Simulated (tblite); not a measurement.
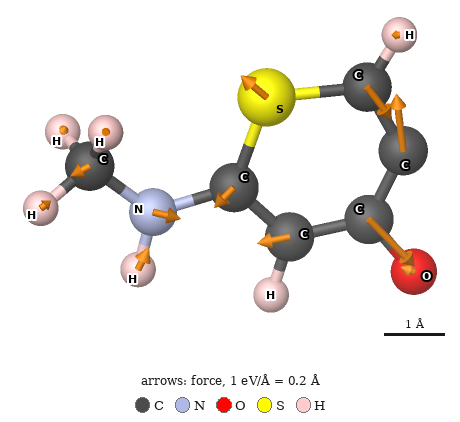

Starting geometry of C6H6NOS (multiplicity 2) with the computed forces as orange arrows. Style: ball-and-stick. Shown at a tilt.

The calculation used GFN2-xTB geometry optimisation, gas phase (tblite 0.8.0). 

Q: What follows when this structure is relaxed?

A: It isn't relaxed: the largest force vector, on a C atom, is 6.12 eV/Å. The final displacements follow the starting forces only in part (cosine between the two patterns 0.34). An H atom moves most after the best rigid fit: 0.31 Å. By element the largest moves are H 0.31 Å, S 0.24 Å, N 0.20 Å, C 0.18 Å, O 0.15 Å. Near-neighbour distances that change, for instance: C–C 1.358 → 1.440 Å, C–C 1.376 → 1.453 Å, C–S 1.720 → 1.797 Å, C–N 1.431 → 1.360 Å. Bond angles that change, for instance: C–C–C 125.7° → 110.9°, S–C–H 123.4° → 110.6°, C–S–C 111.5° → 99.0°. The energy falls by 1.281 eV in 58 geometry steps.
